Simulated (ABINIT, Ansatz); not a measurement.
# Sr2MgH6 (P-3m1): one start, several treatments of the self-energy

Wanted: the gap of Sr2MgH6 (P-3m1) under several approximations, with cost.

Method: PBEsol and many-body steps on it, plane waves, in ABINIT 10.8.3.

## Step 1: Starting point

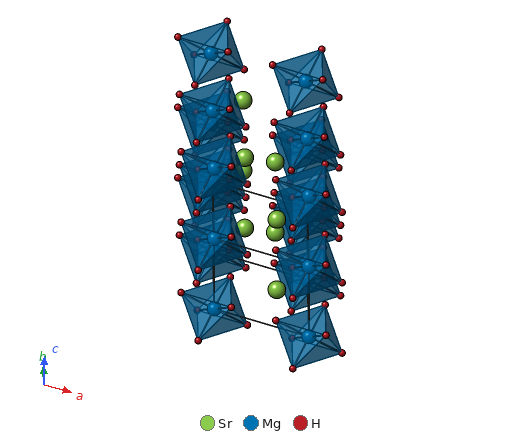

The starting structure, seen from a free direction (strontium green, magnesium blue, hydrogen red). 1×2×2 cells are drawn. Some periodic images of atoms are drawn too.

The cell and positions are those that the Materials Project relaxed with its own functionals (PBE, PBE+U or r2SCAN), kept fixed.

## Step 2: Empty states on the mesh, 3×3×2 mesh, 212 bands

This step: ABINIT 10.8.3; DFT, PBEsol, plane waves, norm-conserving pseudopotentials.

The sums over transitions need many empty states on a uniform mesh; this step solves for them.

File run.abi:

```
acell 3*1.0 Angstrom
rprim 
  5.475438295790 0.000000000002 0.000000000000
  -2.737719147897 4.741868661007 0.000000000000
  0.000000000000 0.000000000000 4.188467730000
ntypat 3
znucl 38 12 1
natom 9
typat 1 1 2 3 3 3 3 3 3
xred 
  0.666666666667 0.333333333333 0.263532570000
  0.333333333333 0.666666666667 0.736467430000
  0.000000000000 0.000000000000 0.000000000000
  0.823459443333 0.646918886667 0.765248350000
  0.823459443333 0.176540556667 0.765248350000
  0.353081113333 0.176540556667 0.765248350000
  0.176540556667 0.353081113333 0.234751650000
  0.176540556667 0.823459443333 0.234751650000
  0.646918886667 0.823459443333 0.234751650000
pp_dirpath "pseudos"
pseudos "Sr.upf, Mg.upf, H.upf"
ecut 38
ngkpt 3 3 2
nshiftk 1
shiftk 0 0 0
kptopt 1
chksymbreak 0
iscf -2
irdden 1
istwfk *1
nband 212
nbdbuf 18
tolwfr 1e-09
nstep 60
prtvol 0
indata_prefix "in"
outdata_prefix "out"
tmpdata_prefix "tmp"
```

Run with:

```console
> OMP_NUM_THREADS=1 mpirun -n 4 abinit run.abi > log
```

Numbers of over 12 decimals in the logs are rounded to 6 here.

What it wrote:

```text
.Version 10.8.3 of ABINIT. v10.8.2 released Aug 2026.

 Symmetries : space group P-3 m 1 (#164); Bravais hP (primitive hexag.)
[... echo of the input left out ...]
== DATASET  1 ==================================================================
-   mpi_nproc: 4, omp_nthreads: 1 (-1 if OMP is not activated)

--- !DatasetInfo
iteration_state: {dtset: 1, }
dimensions: {natom: 9, nkpt: 6, mband: 212, nsppol: 1, nspinor: 1, nspden: 1, mpw: 8238, }
cutoff_energies: {ecut:  38.0, pawecutdg:  -1.0, }
[...]
2.81535    2.83553    2.83553    2.85015    2.85319    2.85622    2.87863    2.87863
   2.88997    2.90110    2.90110    2.92163    2.92163    2.94883    2.94889    2.95037
   2.95107    2.96766    2.98359    2.99504
 prteigrs : prtvol=0 or 1, do not print more k-points.

== END DATASET(S) ==============================================================
================================================================================

 -outvars: echo values of variables after computation  --------
            nband         212
             nkpt           6
          spgroup         164
 [... the other variables as echoed above ...]

 Calculation completed.
```

It took 2.3 min on 4 MPI ranks of Arm Neoverse V1, shared host; peak memory 0.52 GiB.

Numbers from this step:

| Quantity | Value |
| --- | --- |
| gap | 2.528 eV |
| k of the valence top | 0.3333, 0.3333, 0 |
| k of the conduction bottom | 0, 0, 0 |
| least direct gap | 2.945 eV |
| k points computed | 6 |
| lowest point of the top converged band, above the valence top | 70.6386 eV |

On this mesh the gap is 2.528 eV.

The density comes from a self-consistent run that is not shown.

## Step 3: Screening, 3×3×2 mesh, 90 bands, screening to 114.3 eV

The RPA dielectric matrix is built and inverted for each q.

This step: RPA screening on PBEsol, plane waves, norm-conserving pseudopotentials.

Edit run.abi of step 2 so:

```diff
@@ -27,10 +27,11 @@
 chksymbreak 0
-iscf -2
-irdden 1
 istwfk *1
-nband 212
-nbdbuf 18
-tolwfr 1e-09
-nstep 60
-prtvol 0
+occopt 1
+irdwfk 1
+optdriver 3
+nband 90
+ecuteps 4.2
+inclvkb 2
+awtr 1
+symchi 1
 indata_prefix "in"
```

What it wrote:

```text
.Version 10.8.3 of ABINIT. v10.8.2 released Aug 2026.

 Symmetries : space group P-3 m 1 (#164); Bravais hP (primitive hexag.)
[... echo of the input left out ...]
== DATASET  1 ==================================================================
-   mpi_nproc: 4, omp_nthreads: 1 (-1 if OMP is not activated)

--- !DatasetInfo
iteration_state: {dtset: 1, }
dimensions: {natom: 9, nkpt: 6, mband: 90, nsppol: 1, nspinor: 1, nspden: 1, mpw: 8238, }
cutoff_energies: {ecut:  38.0, pawecutdg:  -1.0, }
electrons: {nelect:   3.60000000E+01, charge:   0.00000000E+00, occopt:   1.00000000E+00, tsmear:   1.00000000E-02, }

 SCREENING: Calculation of the susceptibility and dielectric matrices

 Based on a program developped by R.W. Godby, V. Olevano, G. Onida, and L. Reining.
 Incorporated in ABINIT by V. Olevano, G.-M. Rignanese, and M. Torrent.
.Using double precision arithmetic ; gwpc =  8

[... cell and pseudopotentials left out ...]
--------------------------------------------------------------------------------

 ==== K-mesh for the wavefunctions ====
 Number of points in the irreducible wedge :     6
[... list of points left out ...]
 Together with 12 symmetry operations and time-reversal symmetry
 yields    18 points in the full Brillouin Zone.

 ==== Q-mesh for the screening function ====
 Number of points in the irreducible wedge :     6
[... list of points left out ...]
 Together with 12 symmetry operations and time-reversal symmetry
 yields    18 points in the full Brillouin Zone.

 setmesh: FFT mesh size selected  =    36x   36x   30
          total number of points  =        38880

 vcoul_init : cutoff-mode = AUXILIARY_FUNCTION
 q-points for optical limit:   1
     1)      0.000010    0.000020    0.000030

- screening: taking advantage of time-reversal symmetry
- Maximum band index for partially occupied states nbvw = 18
- Remaining bands to be divided among processors   nbcw = 72
- Number of bands treated by each node ~18

 Number of electrons calculated from density =   36.0000; Expected =   36.0000
 average of density, n =  0.049055
 r_s =    1.6946
 omega_plasma =   21.3647 [eV]

 calculating chi0 at frequencies [eV] :
  1    0.000000E+00    0.000000E+00
  2    0.000000E+00    2.136470E+01

--------------------------------------------------------------------------------
  q-point number  1        q = ( 0.000000, 0.000000, 0.000000) [r.l.u.]
--------------------------------------------------------------------------------
[... chi0 elements left out ...]
 For q-point:  0.000010 0.000020 0.000030
  dielectric constant =   5.7298
  dielectric constant without local fields =   6.3718

  Average fulfillment of the sum rule on Im[epsilon] for q-point    1 :     58.29  [%]
[... wings left out ...]
  q-point number  2        q = ( 0.333333, 0.000000, 0.000000) [r.l.u.]
--------------------------------------------------------------------------------
[... chi0 elements left out ...]
  Average fulfillment of the sum rule on Im[epsilon] for q-point    2 :     67.43  [%]

 [... 4 further q-points ...]
```

It took 27 s on 4 MPI ranks; peak memory 1.1 GiB.

Numbers from this step:

- ε∞ with local fields, on this mesh, along the program's q direction: 5.730
- the same without local fields: 6.372
- plasma frequency: 21.36 eV
- plane waves in the screening matrix: 283

Local fields lower ε∞ by 10 %. On a Γ-centred mesh this coarse the value itself is usually too large, while a short band sum pulls it down.

## Step 4: G0W0, Godby-Needs plasmon pole

The self-energy is evaluated for the states that the input lists, and the levels follow from it, in one-shot runs by the linearised quasiparticle equation.

This step: G0W0 on PBEsol, plane waves, norm-conserving pseudopotentials.

Edit run.abi of step 3 so:

```diff
@@ -30,8 +30,17 @@
 irdwfk 1
-optdriver 3
+optdriver 4
 nband 90
+gwcalctyp 0
+ecutsigx 38
+symsigma 1
+nkptgw 2
+kptgw 
+  0.3333333333 0.3333333333 0.0000000000
+  0.0000000000 0.0000000000 0.0000000000
+bdgw 
+  16 20
+  17 21
 ecuteps 4.2
-inclvkb 2
-awtr 1
-symchi 1
+irdscr 1
+ppmodel 1
 indata_prefix "in"
```

What it wrote:

```text
.Version 10.8.3 of ABINIT. v10.8.2 released Aug 2026.

 Symmetries : space group P-3 m 1 (#164); Bravais hP (primitive hexag.)
[... echo of the input left out ...]
== DATASET  1 ==================================================================
-   mpi_nproc: 4, omp_nthreads: 1 (-1 if OMP is not activated)

--- !DatasetInfo
iteration_state: {dtset: 1, }
dimensions: {natom: 9, nkpt: 6, mband: 90, nsppol: 1, nspinor: 1, nspden: 1, mpw: 8238, }
cutoff_energies: {ecut:  38.0, pawecutdg:  -1.0, }
electrons: {nelect:   3.60000000E+01, charge:   0.00000000E+00, occopt:   1.00000000E+00, tsmear:   1.00000000E-02, }

 SIGMA: Calculation of the GW corrections

 Based on a program developped by R.W. Godby, V. Olevano, G. Onida, and L. Reining.
 Incorporated in ABINIT by V. Olevano, G.-M. Rignanese, and M. Torrent.
.Using double precision arithmetic ; gwpc =  8

[... cell and pseudopotentials left out ...]
--------------------------------------------------------------------------------

 ==== K-mesh for the wavefunctions ====
 Number of points in the irreducible wedge :     6
[... list of points left out ...]
 Together with 12 symmetry operations and time-reversal symmetry
 yields    18 points in the full Brillouin Zone.

 ==== Q-mesh for screening function ====
 Number of points in the irreducible wedge :     6
[... list of points left out ...]
 Together with 12 symmetry operations and time-reversal symmetry
 yields    18 points in the full Brillouin Zone.

 vcoul_init : cutoff-mode = AUXILIARY_FUNCTION
 q-points for optical limit:   1
     1)      0.000010    0.000020    0.000030
 setmesh: FFT mesh size selected  =    50x   50x   45
          total number of points  =       112500

 Number of electrons calculated from density =   36.0000; Expected =   36.0000
 average of density, n =  0.049055
 r_s =    1.6946
 omega_plasma =   21.3647 [eV]

 === KS Band Gaps ===
  >>>> For spin  1
   Minimum direct gap =   2.9453 [eV], located at k-point      :   0.0000  0.0000  0.0000
   Fundamental gap    =   2.5285 [eV], Top of valence bands at :   0.3333  0.3333  0.0000
                                       Bottom of conduction at :   0.0000  0.0000  0.0000
 SIGMA fundamental parameters:
 PLASMON POLE MODEL  1
 number of plane-waves for SigmaX                 8175
 number of plane-waves for SigmaC and W            283
 number of plane-waves for wavefunctions          8175
 number of bands                                    90
 number of independent spin polarizations            1
 number of spinorial components                      1
 number of k-points in IBZ                           6
 number of q-points in IBZ                           6
 number of symmetry operations                      12
 number of k-points in BZ                           18
 number of q-points in BZ                           18
 number of frequencies for dSigma/dE                 9
 frequency step for dSigma/dE [eV]                0.25
 number of omega for Sigma on real axis              0
 max omega for Sigma on real axis  [eV]           0.00
 zcut for avoiding poles [eV]                     0.10

 EPSILON^-1 parameters (SCR file):
 dimension of the eps^-1 matrix on file            283
 dimension of the eps^-1 matrix used               283
 number of plane-waves for wavefunctions          8175
 number of bands                                    90
 number of q-points in IBZ                           6
 number of frequencies                               2
 number of real frequencies                          1
 number of imag frequencies                          1

 matrix elements of self-energy operator (all in [eV])

 Perturbative Calculation

--- !SelfEnergy_ee
iteration_state: {dtset: 1, }
kpoint     : [   0.333,    0.333,    0.000, ]
spin       : 1
KS_gap     :    3.206
QP_gap     :    5.109
Delta_QP_KS:    1.904
data: !SigmaeeData |
     Band     E0 <VxcDFT>   SigX SigC(E0)      Z dSigC/dE  Sig(E)    E-E0       E
       16   2.964 -10.869 -13.864   2.119   0.786  -0.272 -11.558  -0.689   2.275
       17   2.964 -10.869 -13.864   2.119   0.786  -0.272 -11.558  -0.689   2.275
       18   4.043 -11.281 -14.242   2.058   0.788  -0.270 -11.992  -0.711   3.332
       19   7.249  -9.681  -4.643  -3.584   0.820  -0.219  -8.489   1.193   8.442
       20   7.555  -9.972  -5.163  -3.425   0.819  -0.221  -8.839   1.133   8.688

--- !SelfEnergy_ee
iteration_state: {dtset: 1, }
kpoint     : [   0.000,    0.000,    0.000, ]
spin       : 1
KS_gap     :    2.945
QP_gap     :    4.562
Delta_QP_KS:    1.617
data: !SigmaeeData |
     Band     E0 <VxcDFT>   SigX SigC(E0)      Z dSigC/dE  Sig(E)    E-E0       E
       17   3.626 -11.090 -14.039   2.078   0.789  -0.268 -11.777  -0.687   2.939
       18   3.626 -11.090 -14.039   2.078   0.789  -0.268 -11.777  -0.687   2.939
       19   6.572  -9.174  -4.826  -3.222   0.825  -0.212  -8.244   0.930   7.501
       20   8.503 -10.516  -4.880  -3.888   0.813  -0.230  -9.094   1.422   9.925
       21   8.503 -10.516  -4.880  -3.888   0.813  -0.230  -9.094   1.422   9.925

== END DATASET(S) ==============================================================
================================================================================

 -outvars: echo values of variables after computation  --------
           etotal      0.0000000000E+00
            nband          90
             nkpt           6
          spgroup         164
 [... the other variables as echoed above ...]

 Calculation completed.
```

Run time: 10 s. Hardware: 4 MPI ranks; peak memory 0.88 GiB.

This step gave:

- G0W0 gap on the points computed: 4.169 eV
- starting gap on the mesh: 2.528 eV
- k of the valence top: 0.3333, 0.3333, 0
- k of the conduction bottom: 0, 0, 0
- Z at the valence top: 0.788
- Z at the conduction bottom: 0.825
- least direct G0W0 gap on the computed points: 4.562 eV

The gap on the mesh goes from 2.53 eV to 4.17 eV, a correction of +1.64 eV.

## Step 5: G0W0, Hybertsen-Louie plasmon pole

Edit run.abi of step 4 so:

```diff
@@ -44,3 +44,3 @@
 irdscr 1
-ppmodel 1
+ppmodel 2
 indata_prefix "in"
```

What it wrote:

```text
.Version 10.8.3 of ABINIT. v10.8.2 released Aug 2026.

 Symmetries : space group P-3 m 1 (#164); Bravais hP (primitive hexag.)
[... echo of the input left out ...]
== DATASET  1 ==================================================================
-   mpi_nproc: 4, omp_nthreads: 1 (-1 if OMP is not activated)

--- !DatasetInfo
iteration_state: {dtset: 1, }
dimensions: {natom: 9, nkpt: 6, mband: 90, nsppol: 1, nspinor: 1, nspden: 1, mpw: 8238, }
cutoff_energies: {ecut:  38.0, pawecutdg:  -1.0, }
electrons: {nelect:   3.60000000E+01, charge:   0.00000000E+00, occopt:   1.00000000E+00, tsmear:   1.00000000E-02, }

 SIGMA: Calculation of the GW corrections

 Based on a program developped by R.W. Godby, V. Olevano, G. Onida, and L. Reining.
 Incorporated in ABINIT by V. Olevano, G.-M. Rignanese, and M. Torrent.
.Using double precision arithmetic ; gwpc =  8

[... cell and pseudopotentials left out ...]
--------------------------------------------------------------------------------

 ==== K-mesh for the wavefunctions ====
 Number of points in the irreducible wedge :     6
[... list of points left out ...]
 Together with 12 symmetry operations and time-reversal symmetry
 yields    18 points in the full Brillouin Zone.

 ==== Q-mesh for screening function ====
 Number of points in the irreducible wedge :     6
[... list of points left out ...]
 Together with 12 symmetry operations and time-reversal symmetry
 yields    18 points in the full Brillouin Zone.

 vcoul_init : cutoff-mode = AUXILIARY_FUNCTION
 q-points for optical limit:   1
     1)      0.000010    0.000020    0.000030
 setmesh: FFT mesh size selected  =    50x   50x   45
          total number of points  =       112500

 Number of electrons calculated from density =   36.0000; Expected =   36.0000
[...]
number of omega for Sigma on real axis              0
 max omega for Sigma on real axis  [eV]           0.00
 zcut for avoiding poles [eV]                     0.10

 EPSILON^-1 parameters (SCR file):
 dimension of the eps^-1 matrix on file            283
 dimension of the eps^-1 matrix used               283
 number of plane-waves for wavefunctions          8175
 number of bands                                    90
 number of q-points in IBZ                           6
 number of frequencies                               2
 number of real frequencies                          1
 number of imag frequencies                          1

 matrix elements of self-energy operator (all in [eV])

 Perturbative Calculation

--- !SelfEnergy_ee
iteration_state: {dtset: 1, }
kpoint     : [   0.333,    0.333,    0.000, ]
spin       : 1
KS_gap     :    3.206
QP_gap     :    5.168
Delta_QP_KS:    1.963
data: !SigmaeeData |
     Band     E0 <VxcDFT>   SigX SigC(E0)      Z dSigC/dE  Sig(E)    E-E0       E
       16   2.964 -10.869 -13.864   1.917   0.834  -0.198 -11.768  -0.900   2.065
       17   2.964 -10.869 -13.864   1.917   0.834  -0.198 -11.768  -0.900   2.065
       18   4.043 -11.281 -14.242   1.861   0.835  -0.198 -12.200  -0.918   3.125
[...]
--- !SelfEnergy_ee
iteration_state: {dtset: 1, }
kpoint     : [   0.000,    0.000,    0.000, ]
spin       : 1
KS_gap     :    2.945
QP_gap     :    4.515
Delta_QP_KS:    1.570
data: !SigmaeeData |
     Band     E0 <VxcDFT>   SigX SigC(E0)      Z dSigC/dE  Sig(E)    E-E0       E
[...]
20   8.503 -10.516  -4.880  -4.049   0.859  -0.164  -9.152   1.364   9.867
       21   8.503 -10.516  -4.880  -4.049   0.859  -0.164  -9.152   1.364   9.867

== END DATASET(S) ==============================================================
================================================================================

 -outvars: echo values of variables after computation  --------
           etotal      0.0000000000E+00
            nband          90
             nkpt           6
          spgroup         164
 [... the other variables as echoed above ...]

 Calculation completed.
```

The job ended after 10 s (4 MPI ranks; peak memory 0.86 GiB).

This step gave:

| Property | Result |
| --- | --- |
| G0W0 gap on the points computed | 4.116 eV |
| starting gap on the mesh | 2.528 eV |
| k of the valence top | 0.3333, 0.3333, 0 |
| k of the conduction bottom | 0, 0, 0 |
| Z at the valence top | 0.835 |
| Z at the conduction bottom | 0.862 |
| least direct G0W0 gap on the computed points | 4.516 eV |

Against G0W0 in ABINIT (3×3×2 mesh, 90 bands, screening to 114.3 eV, Godby-Needs plasmon pole), the gap moves by −0.053 eV.

## Step 6: G0W0, Engel-Farid plasmon pole

Edit run.abi of step 5 so:

```diff
@@ -44,3 +44,3 @@
 irdscr 1
-ppmodel 2
+ppmodel 4
 indata_prefix "in"
```

What it wrote:

```text
.Version 10.8.3 of ABINIT. v10.8.2 released Aug 2026.

 Symmetries : space group P-3 m 1 (#164); Bravais hP (primitive hexag.)
[... echo of the input left out ...]
== DATASET  1 ==================================================================
-   mpi_nproc: 4, omp_nthreads: 1 (-1 if OMP is not activated)

--- !DatasetInfo
iteration_state: {dtset: 1, }
dimensions: {natom: 9, nkpt: 6, mband: 90, nsppol: 1, nspinor: 1, nspden: 1, mpw: 8238, }
cutoff_energies: {ecut:  38.0, pawecutdg:  -1.0, }
[...]
Band     E0 <VxcDFT>   SigX SigC(E0)      Z dSigC/dE  Sig(E)    E-E0       E
[...]
20   8.503 -10.516  -4.880  -3.960   0.823  -0.215  -9.137   1.379   9.883
       21   8.503 -10.516  -4.880  -3.960   0.823  -0.215  -9.137   1.379   9.883

== END DATASET(S) ==============================================================
================================================================================

 -outvars: echo values of variables after computation  --------
           etotal      0.0000000000E+00
            nband          90
             nkpt           6
          spgroup         164
 [... the other variables as echoed above ...]

 Calculation completed.
```

Run time: 6.5 s. Hardware: 4 MPI ranks; peak memory 0.83 GiB; 26 s of CPU time.

Numbers from this step:

* G0W0 gap on the points computed: 4.155 eV
* starting gap on the mesh: 2.528 eV
* k of the valence top: 0.3333, 0.3333, 0
* k of the conduction bottom: 0, 0, 0
* least direct G0W0 gap on the computed points: 4.55 eV

Against G0W0 in ABINIT (3×3×2 mesh, 90 bands, screening to 114.3 eV, Godby-Needs plasmon pole), the gap moves by −0.014 eV.

[end of part 1 of 2]

[Paths, hosts, dates, memory and timing lines, banners, echoed tables and standing remarks are left out of the program output.]

[Logs are printed without paths, hosts, clocks, repeated set-up lines and the standing remarks that a program may print on its own settings, such as how far it seeks lower states.]

[Runs of the session that timed out or met a known fault of the program may be left out.]

[Hosts, paths, dates, database ids (printed as entryN), source tags and the programs' standing remarks are cut or masked in the printed files.]

[G0W0 gaps are taken among the corrected bands and points alone; a level outside them can change the order at an edge.]

[Where Ansatz stands beside ABINIT at settings called matched, ABINIT's density can come from a denser mesh and the files from another edition; pairs whose starting gaps differed by over 0.03 eV were left out, so agreement reads better than it is.]
